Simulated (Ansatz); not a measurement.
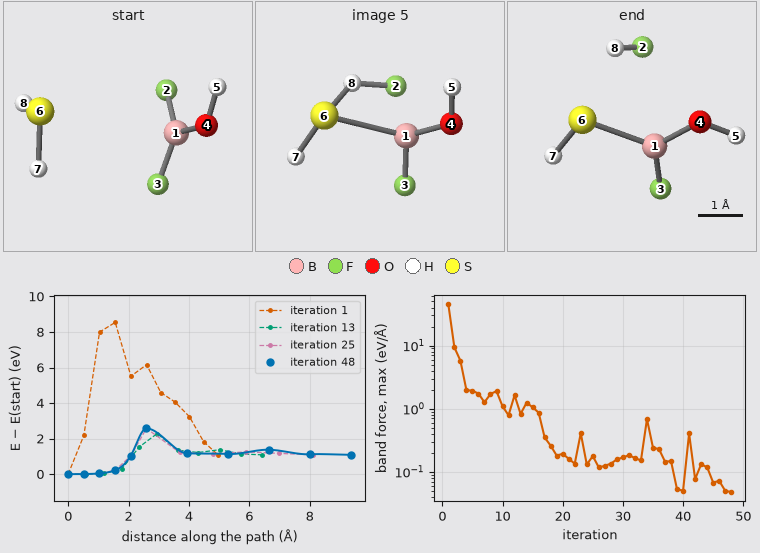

A nudged-elastic-band calculation for BH3SOF2, made up at the start of BHOF₂ and H2S. Images are numbered from 0 (start) to 10 (end). The plot follows the band through its iterations. Style: ball-and-stick. Shown from a free direction.

Method: RHF/def2-SVP in Ansatz 0.2.0. Settings: 9 movable images; climbing image; force threshold 0.05 eV/Å; iteration limit 60; starting path through a guess of the saddle point.

Q: How did the profile develop, and is the result final?

A: The run is converged, with reservations. The band converged in 48 iterations. The largest component of the band force went from 45 to 0.048 eV/Å. The climbing image converged on the top of the path. Its vibrational analysis gives one imaginary mode (1546i cm⁻¹), as a transition state must have. The first iteration put the highest image at 8.54 eV. The energy climbs by 2.57 eV to image 5 and then falls by 1.49 eV, so the end point sits at +1.09 eV.

Limits of the set-up: the start holds two separate molecules, 3.2 Å apart at their closest, whose relative position is a soft coordinate and is computed without a dispersion correction; Hartree-Fock leaves out electron correlation.

Cost: 11 min on 1 thread of Arm Neoverse V1 (shared host), peak memory 0.16 GiB.
